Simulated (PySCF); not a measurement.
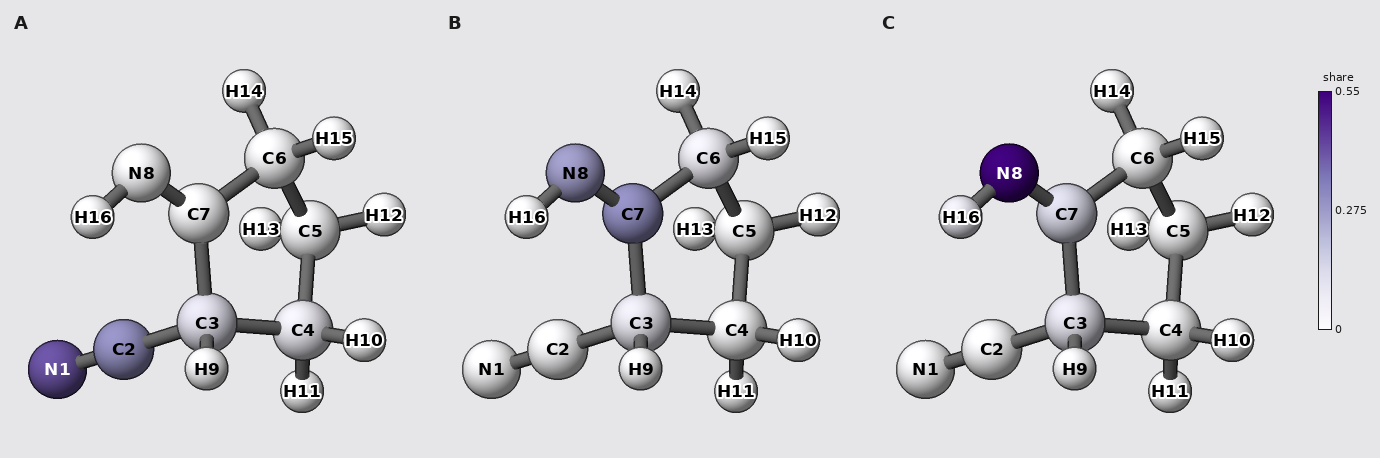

Each panel colours the atoms by their Löwdin share in one orbital (up to four of the largest shares; other atoms are shown as zero). The geometry was computed by an optimisation with GFN2-xTB. No frequency run is at hand to confirm it as a minimum. Method: PBE0/def2-SVPD (PySCF 2.14.0).

> The panels show the HOMO−2, HOMO, LUMO, in some order. Which is which?

A: HOMO−2, −9.55 eV; N1 0.41, C2 0.29, C3 0.10, C4 0.07
B: LUMO, −0.84 eV; C7 0.30, N8 0.27, C3 0.08, C6 0.06
C: HOMO, −7.67 eV; N8 0.54, C7 0.12, C3 0.09, H16 0.07
